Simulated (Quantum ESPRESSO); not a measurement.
# Na (Sodium): from the cell to the phonon bands, part 2 of 3

How does Na (Sodium) vibrate, and is this structure a minimum?

Quantum ESPRESSO 7.5; DFT LDA, scalar-relativistic, plane waves, PseudoDojo norm-conserving pseudopotentials.

So far. Step 2 (A probe with smearing): No gap opens on this mesh, so smearing is kept; the start stands at -0.85 GPa. Step 4 (Self-consistent run for the response): The cell stands at 0.001 GPa, close enough for phonons. The relaxed cell has a = 4.054 Å (conventional setting).

## (5) Linear response on the mesh

Linear response treats each wavevector in the unit cell, with no supercell; the 4×4×4 mesh fixes the range of the force constants to be had.

The input, ph.in:

```
phonons
&inputph
   prefix = 'x'
   outdir = './tmp'
   fildyn = 'x.dyn'
   tr2_ph = 1.0d-18
   alpha_mix(1) = 0.4
   nmix_ph = 8
   ldisp = .true.
   nq1 = 4
   nq2 = 4
   nq3 = 4
/
```

On the command line:

```sh
> OMP_NUM_THREADS=1 mpirun -n 4 ph.x -nk 4 -in ph.in > ph.out
```

What it wrote:

```text
[banners, grids, parts of the stress and lines that vanish by symmetry left out]
[banner, memory and clock lines left out]
Program PHONON v.7.5

     ./tmp/x.save/

     IMPORTANT: XC functional enforced from input :
     Exchange-correlation= PW
                           (   1   4   0   0   0   0   0)
     Any further DFT definition will be discarded
     Please, verify this is what you really want

     G-vector sticks info

     Reading collected, re-writing distributed wavefunctions in ./tmp/

     Dynamical matrices for ( 4, 4, 4)  uniform grid of q-points
     (   8 q-points):
       N         xq(1)         xq(2)         xq(3)
       1   0.000000000   0.000000000   0.000000000
       2   0.216506351   0.216506351   0.000000000
       3  -0.433012702  -0.433012702   0.000000000
       4   0.433012702   0.216506351   0.216506351
[...]
Number and degeneracy of irreps per q-point
       N         xq(1)         xq(2)         xq(3)   N irreps
       1   0.000000000   0.000000000   0.000000000       1
        3
       2   0.216506351   0.216506351   0.000000000       3
     No degeneracy
       3  -0.433012702  -0.433012702   0.000000000       3
     No degeneracy
       4   0.433012702   0.216506351   0.216506351       3
     No degeneracy
       5   0.433012702   0.433012702   0.433012702       1
        3
       6   0.000000000   0.000000000   0.433012702       2
        1   2
       7  -0.866025404  -0.216506351  -0.216506351       3
     No degeneracy
       8  -0.866025404  -0.866025404  -0.866025404       1
        3

     Calculation of q =    0.0000000   0.0000000   0.0000000

     phonons

     bravais-lattice index     =            0
     lattice parameter (alat)  =       6.6353  a.u.
     unit-cell volume          =     224.8888 (a.u.)^3
     number of atoms/cell      =            1
     number of atomic types    =            1
     kinetic-energy cut-off    =      88.0000  Ry
     charge density cut-off    =     352.0000  Ry
     convergence threshold     =      1.0E-18
     beta                      =       0.4000
     number of iterations used =            8
     Exchange-correlation= PW
                           (   1   4   0   0   0   0   0)

     celldm(1)=    6.63534  celldm(2)=    0.00000  celldm(3)=    0.00000
     celldm(4)=    0.00000  celldm(5)=    0.00000  celldm(6)=    0.00000

     crystal axes: (cart. coord. in units of alat)
               a(1) = ( -0.5774  0.5774  0.5774 )
               a(2) = (  0.5774 -0.5774  0.5774 )
               a(3) = (  0.5774  0.5774 -0.5774 )

     reciprocal axes: (cart. coord. in units 2 pi/alat)
               b(1) = ( -0.0000  0.8660  0.8660 )
               b(2) = (  0.8660 -0.0000  0.8660 )
               b(3) = (  0.8660  0.8660  0.0000 )

     Atoms inside the unit cell:

     Cartesian axes

     site n.  atom      mass           positions (alat units)
        1  Na     22.9898   tau(    1) = (    0.00000    0.00000    0.00000  )

     Computing dynamical matrix for
                    q = (   0.0000000   0.0000000   0.0000000 )

     49 Sym.Ops. (with q -> -q+G )

     G cutoff =  392.5631  (  25003 G-vectors)     FFT grid: ( 40, 40, 40)

     number of k points=    72  Marzari-Vanderbilt smearing, width (Ry)=  0.0200

     PseudoPot. # 1 for Na read from file:
     ./pseudo/Na.upf
     Pseudo is Norm-conserving, Zval =  9.0

     Mode symmetry, O_h (m-3m)  point group:

     Atomic displacements:
     There are    1 irreducible representations

     Representation     1      3 modes -  To be done

     Alpha used in Ewald sum =   2.8000

     Representation #   1 modes #   1   2   3

     Self-consistent Calculation
      iter #   1   av.it.:   7.4
      thresh= 1.000E-02 alpha_mix =  0.400 |ddv_scf|^2 =  1.615E-06
      iter #   2   av.it.:  10.6
      thresh= 1.271E-04 alpha_mix =  0.400 |ddv_scf|^2 =  3.448E-07
      iter #   3   av.it.:  11.1
      thresh= 5.872E-05 alpha_mix =  0.400 |ddv_scf|^2 =  2.423E-10
      iter #   4   av.it.:  11.0
      thresh= 1.557E-06 alpha_mix =  0.400 |ddv_scf|^2 =  1.502E-11
[...]
End of self-consistent calculation

     Convergence has been achieved

     Number of q in the star =    1
     List of q in the star:
[...]
Diagonalizing the dynamical matrix

     q = (    0.000000000   0.000000000   0.000000000 )

 **************************************************************************
     freq (    1) =       0.320356 [THz] =      10.685923 [cm-1]
     freq (    2) =       0.320356 [THz] =      10.685923 [cm-1]
     freq (    3) =       0.320356 [THz] =      10.685923 [cm-1]
 **************************************************************************

     Mode symmetry, O_h (m-3m)  point group:

     freq (   1-   3) =         10.7  [cm-1]   --> T_1u G_15  G_4- I

     Calculation of q =    0.2165064   0.2165064   0.0000000
     [... set-up and bands at k+q left out ...]

     Mode symmetry, C_2v (mm2)  point group:

     Atomic displacements:
     There are    3 irreducible representations

     Representation     1      1 modes -  To be done

     Representation     2      1 modes -  To be done

     Representation     3      1 modes -  To be done

     Message from routine init_vloc:
     Interpolation table for Vloc re-allocated

     Alpha used in Ewald sum =   2.8000

     Representation #   1 mode #   1

     Self-consistent Calculation

[...]
[... iterations left out ...]
[...]
End of self-consistent calculation

     Convergence has been achieved

     Representation #   2 mode #   2

     Self-consistent Calculation

[...]
[... iterations left out ...]
[...]
End of self-consistent calculation

     Convergence has been achieved

     Representation #   3 mode #   3

     Self-consistent Calculation

[...]
[... iterations left out ...]
[...]
End of self-consistent calculation

     Convergence has been achieved

     Number of q in the star =   12
     List of q in the star:
[...]
Diagonalizing the dynamical matrix

     q = (    0.216506351   0.216506351   0.000000000 )

 **************************************************************************
     freq (    1) =       0.708190 [THz] =      23.622669 [cm-1]
     freq (    2) =       1.971474 [THz] =      65.761303 [cm-1]
     freq (    3) =       2.921827 [THz] =      97.461653 [cm-1]
 **************************************************************************

     Mode symmetry, C_2v (mm2)  point group:

     freq (   1-   1) =         23.6  [cm-1]   --> B_1  D_3  S_3
     freq (   2-   2) =         65.8  [cm-1]   --> B_2  D_4  S_4
     freq (   3-   3) =         97.5  [cm-1]   --> A_1  D_1  S_1

     Calculation of q =   -0.4330127  -0.4330127   0.0000000
     [... set-up and bands at k+q left out ...]

     Mode symmetry, D_2h (mmm)  point group:

     Atomic displacements:
     There are    3 irreducible representations

[...]
Alpha used in Ewald sum =   2.8000

     Representation #   1 mode #   1

[...]
[... iterations left out ...]
[...]
Convergence has been achieved

[...]
Convergence has been achieved

[...]
Convergence has been achieved

     Number of q in the star =    6
     List of q in the star:
[...]
Diagonalizing the dynamical matrix

     q = (   -0.433012702  -0.433012702   0.000000000 )

[...]
freq (    1) =       0.939821 [THz] =      31.349045 [cm-1]
     freq (    2) =       2.766927 [THz] =      92.294766 [cm-1]
     freq (    3) =       4.108537 [THz] =     137.046037 [cm-1]
[...]
Mode symmetry, D_2h (mmm)  point group:

     freq (   1-   1) =         31.3  [cm-1]   --> B_2u
     freq (   2-   2) =         92.3  [cm-1]   --> B_1u
     freq (   3-   3) =        137.0  [cm-1]   --> B_3u

     Calculation of q =    0.4330127   0.2165064   0.2165064
     [... set-up and bands at k+q left out ...]

     Mode symmetry, C_s (m)     point group:

     Atomic displacements:
     There are    3 irreducible representations

[...]
Alpha used in Ewald sum =   2.8000

[...]
Convergence has been achieved

[...]
Convergence has been achieved

[...]
Convergence has been achieved

     Number of q in the star =   24
     List of q in the star:
[...]
Diagonalizing the dynamical matrix

     q = (    0.433012702   0.216506351   0.216506351 )

[...]
freq (    1) =       1.699141 [THz] =      56.677235 [cm-1]
     freq (    2) =       2.947180 [THz] =      98.307330 [cm-1]
     freq (    3) =       3.809712 [THz] =     127.078310 [cm-1]
[...]
Mode symmetry, C_s (m)     point group:

     freq (   1-   1) =         56.7  [cm-1]   --> A'
     freq (   2-   2) =         98.3  [cm-1]   --> A''
     freq (   3-   3) =        127.1  [cm-1]   --> A'

     Calculation of q =    0.4330127   0.4330127   0.4330127
     [... set-up and bands at k+q left out ...]

     Mode symmetry, T_d (-43m)  point group:

     Atomic displacements:
     There are    1 irreducible representations

[...]
Alpha used in Ewald sum =   2.8000

     Representation #   1 modes #   1   2   3

[...]
Convergence has been achieved

     Number of q in the star =    2
     List of q in the star:
[...]
Diagonalizing the dynamical matrix

     q = (    0.433012702   0.433012702   0.433012702 )

[...]
freq (    1) =       3.122988 [THz] =     104.171670 [cm-1]
     freq (    2) =       3.122988 [THz] =     104.171670 [cm-1]
     freq (    3) =       3.122988 [THz] =     104.171670 [cm-1]
[...]
Mode symmetry, T_d (-43m)  point group:

     freq (   1-   3) =        104.2  [cm-1]   --> T_2  G_15 P_4

     Calculation of q =    0.0000000   0.0000000   0.4330127
     [... set-up and bands at k+q left out ...]

     Mode symmetry, C_4v (4mm)  point group:

     Atomic displacements:
     There are    2 irreducible representations

[...]
Alpha used in Ewald sum =   2.8000

[...]
Convergence has been achieved

     Representation #   2 modes #   2   3

[...]
Convergence has been achieved

     Number of q in the star =    6
     List of q in the star:
[...]
Diagonalizing the dynamical matrix

     q = (    0.000000000   0.000000000   0.433012702 )

[...]
freq (    1) =       2.805797 [THz] =      93.591315 [cm-1]
     freq (    2) =       2.805797 [THz] =      93.591315 [cm-1]
     freq (    3) =       2.958599 [THz] =      98.688231 [cm-1]
[...]
Mode symmetry, C_4v (4mm)  point group:

     freq (   1-   2) =         93.6  [cm-1]   --> E    G_5 D_5
     freq (   3-   3) =         98.7  [cm-1]   --> A_1  G_1 D_1

     Calculation of q =   -0.8660254  -0.2165064  -0.2165064
     [... set-up and bands at k+q left out ...]

     Mode symmetry, C_2v (mm2)  point group:

     Atomic displacements:
     There are    3 irreducible representations

[...]
Representation     3      1 modes -  To be done

     Alpha used in Ewald sum =   2.8000

[...]
Convergence has been achieved

     Representation #   2 mode #   2

[...]
Convergence has been achieved

     Representation #   3 mode #   3

     Self-consistent Calculation

[...]
[... iterations left out ...]
[...]
End of self-consistent calculation

     Convergence has been achieved

     Number of q in the star =   12
     List of q in the star:
[...]
12  -0.216506351   0.216506351   0.866025404

     Diagonalizing the dynamical matrix

     q = (   -0.866025404  -0.216506351  -0.216506351 )

[...]
freq (    1) =       2.730353 [THz] =      91.074780 [cm-1]
     freq (    2) =       3.415217 [THz] =     113.919363 [cm-1]
     freq (    3) =       3.994365 [THz] =     133.237685 [cm-1]
[...]
Mode symmetry, C_2v (mm2)  point group:

     freq (   1-   1) =         91.1  [cm-1]   --> A_1  D_1  S_1
     freq (   2-   2) =        113.9  [cm-1]   --> B_1  D_3  S_3
     freq (   3-   3) =        133.2  [cm-1]   --> B_2  D_4  S_4

     Calculation of q =   -0.8660254  -0.8660254  -0.8660254
     [... set-up and bands at k+q left out ...]

     Mode symmetry, O_h (m-3m)  point group:

     Atomic displacements:
     There are    1 irreducible representations

     Representation     1      3 modes -  To be done

     Message from routine init_vloc:
     Interpolation table for Vloc re-allocated

     Alpha used in Ewald sum =   2.8000

     Representation #   1 modes #   1   2   3

     Self-consistent Calculation

      iter #   1   av.it.:   7.7
      thresh= 1.000E-02 alpha_mix =  0.400 |ddv_scf|^2 =  3.113E-06

      [... iterations left out ...]
      iter #   8   av.it.:  12.0
      thresh= 1.631E-09 alpha_mix =  0.400 |ddv_scf|^2 =  3.799E-19

     End of self-consistent calculation

     Convergence has been achieved

     Number of q in the star =    1
     List of q in the star:
          1  -0.866025404  -0.866025404  -0.866025404

     Diagonalizing the dynamical matrix

     q = (   -0.866025404  -0.866025404  -0.866025404 )

 **************************************************************************
     freq (    1) =       3.923104 [THz] =     130.860651 [cm-1]
     freq (    2) =       3.923104 [THz] =     130.860651 [cm-1]
     freq (    3) =       3.923104 [THz] =     130.860651 [cm-1]
 **************************************************************************

     Mode symmetry, O_h (m-3m)  point group:

     freq (   1-   3) =        130.9  [cm-1]   --> T_1u G_15  G_4-


[key lines of the parts left out:]
the Fermi energy is     1.9527 ev
```

The job ended after 23 min (4 MPI ranks of Intel Xeon at 2.70GHz, shared host).

Read from the output:

* largest acoustic frequency at the zone centre before the sum rule: 10.69 cm⁻¹
* lowest mode on the q mesh (acoustic ones at the zone centre apart): 23.62 cm⁻¹

Frequencies (cm⁻¹) at each irreducible wavevector; negative means imaginary. Frequencies by wavevector:

```tsv
q (fractions)	star	mode 1	mode 2	mode 3
0 0 0	1	10.69	10.69	10.69
0 0 0.25	12	23.62	65.76	97.46
0 0 -0.5	6	31.35	92.29	137.1
0 0.25 0.25	24	56.68	98.31	127.1
0.25 0.25 0.25	2	104.2	104.2	104.2
0.25 0.25 -0.25	6	93.59	93.59	98.69
0.25 -0.5 -0.5	12	91.07	113.9	133.2
-0.5 -0.5 -0.5	1	130.9	130.9	130.9
```

The acoustic modes at Γ come out as far as 10.7 cm⁻¹ from zero, where they should vanish, a sizeable error of basis and grid.

## (6) Force constants in real space

The dynamical matrices of the mesh are Fourier-transformed to force constants in real space.

The input, q2r.in:

```
&input
   fildyn = 'x.dyn'
   zasr = 'simple'
   flfrc = 'x.fc'
/
```

On the command line:

```sh
> q2r.x < q2r.in > q2r.out
```

What it wrote:

```text
[banners, grids, parts of the stress and lines that vanish by symmetry left out]
[banner, memory and clock lines left out]
Program Q2R v.7.5

  reading grid info from file x.dyn0

  reading force constants from file x.dyn1
  Dielectric Tensor not found
  nqs=            1
 q=   0.00000000  0.00000000  0.00000000
  reading force constants from file x.dyn2
  nqs=           12
 q=   0.21650635  0.21650635  0.00000000
[...]
reading force constants from file x.dyn7
  nqs=           12
[...]
q=  -0.21650635  0.21650635  0.86602540
  reading force constants from file x.dyn8
  nqs=            1
 q=  -0.86602540 -0.86602540 -0.86602540

      q-space grid ok, #points =   64

      fft-check success (sum of imaginary terms < 10^-12)
```

The job ended after 0.75 s (1 thread).

## (7) Dispersion

From the force constants any wavevector is cheap; points of the mesh come back as solved, but for the sum rule and, in polar crystals, the LO-TO term at Γ; the rest is interpolation.

The input, matdyn.in:

```
&input
   asr = 'simple'
   flfrc = 'x.fc'
   flfrq = 'x.freq'
   flvec = 'x.modes'
   q_in_band_form = .true.
   q_in_cryst_coord = .true.
/
8
  0.0000000   0.0000000   0.0000000  12  ! GAMMA
  0.5000000  -0.5000000   0.5000000  12  ! H
 -0.0000000  -0.0000000   0.5000000  12  ! N
  0.0000000   0.0000000   0.0000000  12  ! GAMMA
  0.2500000   0.2500000   0.2500000  12  ! P
  0.5000000  -0.5000000   0.5000000   1  ! H
  0.2500000   0.2500000   0.2500000  12  ! P
 -0.0000000  -0.0000000   0.5000000   1  ! N
```

On the command line:

```sh
> matdyn.x -in matdyn.in > matdyn.out
```

What it wrote:

```text
[banner, memory and clock lines left out]
Program MATDYN v.7.5

 mass for atomic type   1 not given; uses mass from file x.fc
     Message from routine matdyn:
     Z* not found in file x.fc, TO-LO splitting at q=0 will be absent!
     Message from routine matdyn:
     Z* not found in file x.fc, TO-LO splitting at q=0 will be absent!

Note: The following floating-point exceptions are signalling: IEEE_UNDERFLOW_FLAG
```

It took 0.71 s on 1 thread.

Read from the output:

```
lowest frequency on the path      : 0 cm⁻¹
mean frequency                    : 91.2 cm⁻¹
Debye temperature (second moment) : 179 K
logarithmic mean frequency        : 84.4 cm⁻¹
```

Matdyn.x, sum rule simple. The phonon branches at the labelled points (cm⁻¹):

```tsv
point	branch 1	branch 2	branch 3
Γ	0	0	0
H	130	130	130
N	30	92	137
Γ	0	0	0
P	104	104	104
H	130	130	130
jump to P	104	104	104
N	30	92	137
```

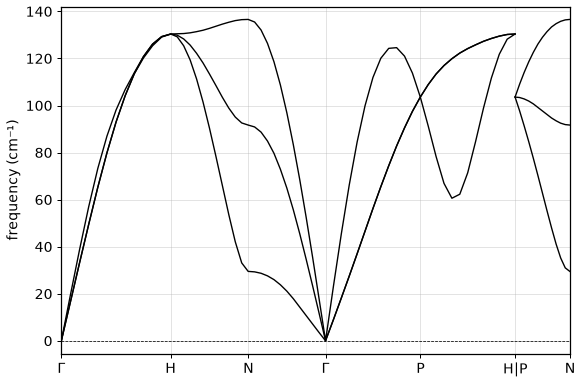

Phonon branches along the path.

[end of part 2 of 3]

[Host names and launcher messages were left out of these logs when they were recorded.]

[Logs are printed without paths, hosts, clocks, repeated set-up lines and the standing remarks that a program may print on its own settings, such as how far it seeks lower states.]

[Hosts, paths, dates, database ids (printed as entryN), source tags and the programs' standing remarks are cut or masked in the printed files.]
